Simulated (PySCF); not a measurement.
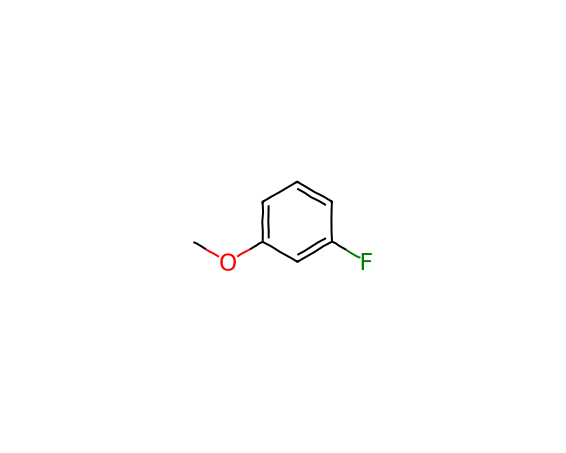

A structural formula.

Write the SMILES.

COc1cccc(F)c1

What is the molecular formula?

C7H7FO.

An optimisation with PBE0-D3(BJ)/def2-SVP gave a structure of which point group?

Cs. Other conformers may differ.

More results for the same structure follow; atom numbers are the same in all pictures, views and colours differ. The geometry was computed by an optimisation with PBE0-D3(BJ)/def2-SVP. No frequency run is at hand to confirm it as a minimum.

**NMR shielding**

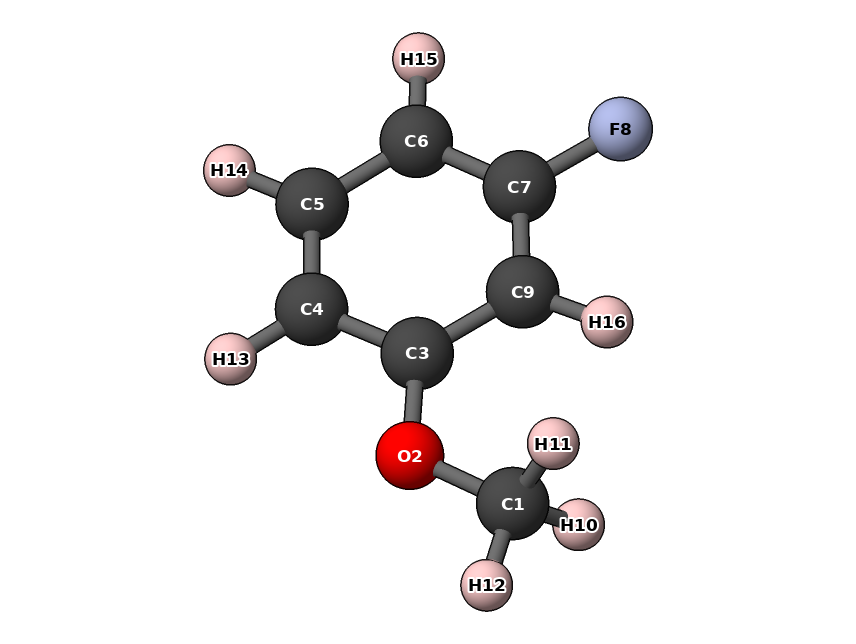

No frequency run is at hand to confirm it as a minimum. Method: GIAO ωB97X-D/pcSseg-1 NMR shielding, non-relativistic, IEF-PCM chloroform (PySCF 2.14.0). Principal shieldings σ11 ≤ σ22 ≤ σ33, span Ω = σ33 − σ11, skew κ = 3(σiso − σ22)/Ω.

Give the shielding tensors of the O atoms.

```json
{"atom": "O2", "σ11": "129.3", "σ22": "275.2", "σ33": "298.6", "σiso": "234.4", "Ω": "169.3", "κ": "−0.72"}
```

Shieldings and span in ppm.

**Excitation**

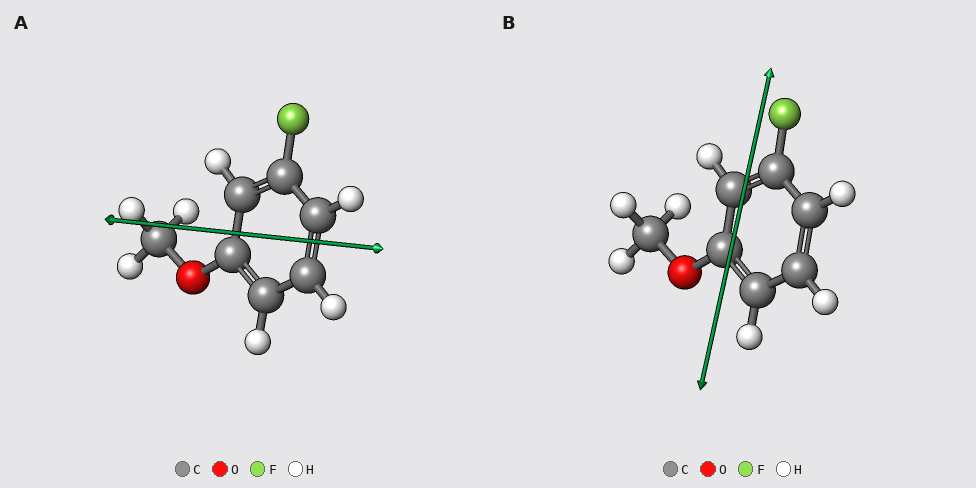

The double arrows show the directions of two transition dipoles from the ground state (lengths mean nothing). No frequency run is at hand to confirm it as a minimum. Method: TDDFT PBE0/def2-SVPD, vertical, IEF-PCM dichloromethane (non-equilibrium linear response), core orbitals frozen in the response (PySCF 2.14.0).

One belongs to singlet state 1 and one to singlet state 2. Which is which?

A: state 2, 5.86 eV (212 nm), oscillator strength 0.15, mainly HOMO → LUMO+1 (weight 0.81).
B: state 1, 5.16 eV (240 nm), oscillator strength 0.041, mainly HOMO → LUMO (weight 0.80).

**Polarisability**

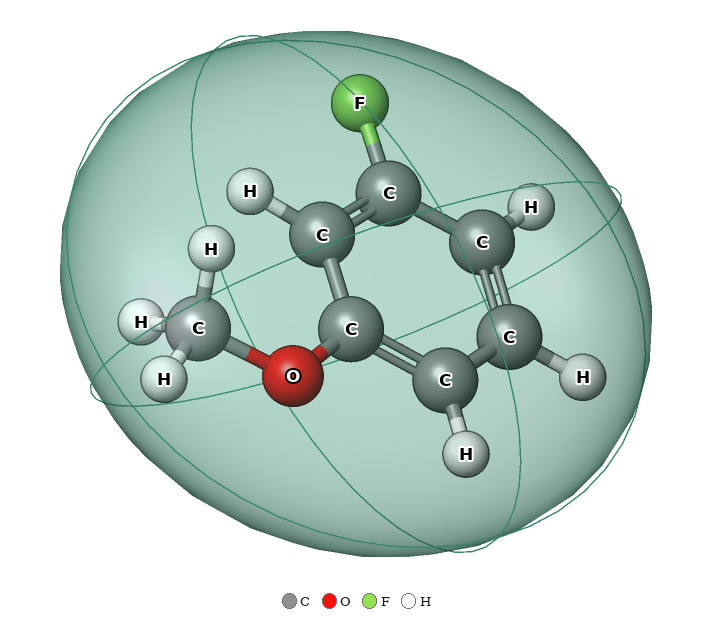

The ellipsoid shows the static dipole polarisability: its half-axes are proportional to the principal values. No frequency run is at hand to confirm it as a minimum. Computed with PBE0/def2-SVPD in chloroform (IEF-PCM) (PySCF 2.14.0).

Give the principal values, the mean and the anisotropy.

Principal values 67.1, 117.3, 140.1 bohr³; mean 108.2 bohr³ (16.03 Å³); anisotropy 64.7 bohr³, so the longest axis is 2.09 times the shortest.
